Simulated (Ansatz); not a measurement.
**SiAsH (singlet): trial inputs and their diagnosis at a displaced geometry (v2)**

3 inputs are run for SiAsH (singlet) as typed; the log has to tell whether the result can be used and what must change.

Program: Ansatz 0.2.0, Gaussian basis. Level of theory: the settings change from run to run. These are calculated values, not measurements.

8 further runs of the same task are left out: 4 that didn't finish, 4 set aside as unsound or not needed.

## 1. The geometry

The geometry is a PBE0/def2-TZVP stationary point (not a proven minimum) with its atoms shifted at random (size 0.100 Å). No spin-orbit coupling is included. The filled d shell of As may be among the frozen orbitals whatever the setting's name suggests; the logs give the count.

3 atoms, charge 0, spin multiplicity 1.

Atoms are counted from 1 here; the program's logs count them from 0.

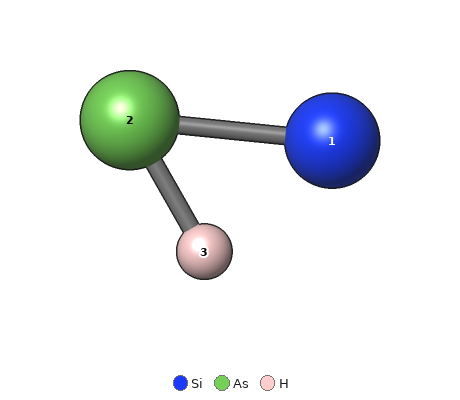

The structure; silicon blue, arsenic green, hydrogen pink; atoms are numbered from 1 in the order of the file.

## 2. Try 1

Input file in.yaml:

```yaml
crystal:
  periodic: [false, false, false]
  atoms:
    - {symbol: Si, position_ang: [0.119613, -0.032217, 1.550735]}
    - {symbol: As, position_ang: [-0.045261, -0.005166, -0.586022]}
    - {symbol: H, position_ang: [0.031360, 1.281733, 0.349767]}
basis:
  gaussian: {orbitals: STO-3G}
correlation: {method: fic_nevpt4_sd, electrons: valence, active_space: {window: {electrons: 8, orbitals: 4}, states: [{multiplicity: 1, weights: [1, 1, 1]}]}}
scf: {lower_state_search: off}
```

Started as:

```
$ ansatz run in.yaml --threads 1 --pin off --events-out ev --progress --plain --max-ram 2393MiB
```

What it wrote:

```text
Functional definition: HF
  name "HF"
  cite "Fock, Z. Phys. 61, 126 (1930) doi:10.1007/BF01340294"
  parent pbe
  exchange = exact_x
  correlation = 0
these checks for a lower state are left out or cut short: stability, starts, cluster_reference, orbital_swaps, neighbouring_geometries, increment
387 factors; integrals over basis functions are off by at most 3.8e-8 eV
mean field evaluation 1: about -67900.2029 eV, gradient 2.0e1 eV
mean field evaluation 2: about -67900.2132 eV, gradient 2.0e1 eV
mean field evaluation 4: about -67902.3133 eV, gradient 8.5e-1 eV
mean field evaluation 8: about -67902.3228 eV, gradient 9.0e-3 eV
mean field -67902.32278760 eV, -2495.3643365967 hartree, gradient 7.4e-6 eV, S^2 0.000000; 0 other end points of the search recorded, 0 dependent functions left out
reference -67902.32278760 eV, -2495.3643365967 hartree; 24, 24 occupied and 4, 4 virtual orbitals, 387 factors
Error: 3 states are sought, and the space of determinants holds 1 states of this symmetry and spin
```

It took 0.24 s on 1 thread of Arm Neoverse N1, shared host.

**Diagnosis.** The run stopped with an error. It says: «3 states are sought, and the space of determinants holds 1 states of this symmetry and spin». Cure: ask for fewer states or enlarge the space.

## 3. Try 2

Input file in.yaml:

```yaml
crystal:
  periodic: [false, false, false]
  atoms:
    - {symbol: Si, position_ang: [0.119613, -0.032217, 1.550735]}
    - {symbol: As, position_ang: [-0.045261, -0.005166, -0.586022]}
    - {symbol: H, position_ang: [0.031360, 1.281733, 0.349767]}
basis:
  gaussian: {orbitals: def2-mTZVP}
correlation: {method: fic_mrcisd_q, electrons: outside_noble_gas, active_space: {window: {electrons: 2, orbitals: 2}}}
scf: {lower_state_search: off}
magnetization: {spin_polarized: true, initial_magnetization: 0}
```

Launched as before.

What it wrote:

```text
Error: invalid value for `correlation.active_space`: it starts from restricted Hartree–Fock orbitals; set hamiltonian.xc: hf without magnetization.spin_polarized
```

Run time: 0.03 s. Hardware: 1 thread of Arm Neoverse N1, shared host.

Diagnosis: The run was refused. An active space is asked on unrestricted orbitals. Cure: drop spin_polarized: true.

## 4. Try 3

Input file in.yaml:

```yaml
crystal:
  periodic: [false, false, false]
  atoms:
    - {symbol: Si, position_ang: [0.119613, -0.032217, 1.550735]}
    - {symbol: As, position_ang: [-0.045261, -0.005166, -0.586022]}
    - {symbol: H, position_ang: [0.031360, 1.281733, 0.349767]}
basis:
  gaussian: {orbitals: def2-TZVPP}
magnetization: {spin_polarized: false}
correlation: {method: ccsdtq, electrons: all}
```

Same command.

What it wrote:

```text
Functional definition: HF
  name "HF"
  cite "Fock, Z. Phys. 61, 126 (1930) doi:10.1007/BF01340294"
  parent pbe
  exchange = exact_x
  correlation = 0
1207 factors; integrals over basis functions are off by at most 1.9e-7 eV
mean field evaluation 1: about -68671.7664 eV, gradient 1.0e1 eV
mean field evaluation 2: about -68671.9746 eV, gradient 1.0e1 eV
mean field evaluation 4: about -68672.5162 eV, gradient 2.2e0 eV
mean field evaluation 8: about -68672.5366 eV, gradient 1.3e-1 eV
mean field evaluation 16: about -68672.1764 eV, gradient 5.6e0 eV
mean field -68672.53680435 eV, -2523.6691796425 hartree, gradient 5.4e-6 eV, S^2 0.000000; 0 other end points of the search recorded, 0 dependent functions left out; unrestricted orbitals would lower it
reference -68672.53680435 eV, -2523.6691796425 hartree; 24, 24 occupied and 80, 80 virtual orbitals, 1207 factors
Error: with its amplitudes the run needs 14284.26 GiB of memory by its plan, which may be too low or too high, and 2.33 GiB are given
refused for memory
```

It took 4.6 s on 1 thread of Arm Neoverse N1, shared host.

What is wrong: The run was refused for memory. The method is too large for the memory allowed. Cure: freeze cores, shrink the basis or take a lower level.

## 5. How the runs ended

```csv
try,level,ended,cause,time
1,"NEVPT4(SD)(8,4)/STO-3G",stopped by an error,"3 states are sought, and the space of determinants holds 1 states of this symmetry and spin",0.24 s
2,"MRCISD+Q(2,2)/def2-mTZVP",refused,an active space is asked on unrestricted orbitals,0.03 s
3,CCSDTQ on RHF/def2-TZVPP,out of memory,the method is too large for the memory allowed,4.6 s
```

1 stopped by an error, 1 refused, 1 out of memory.
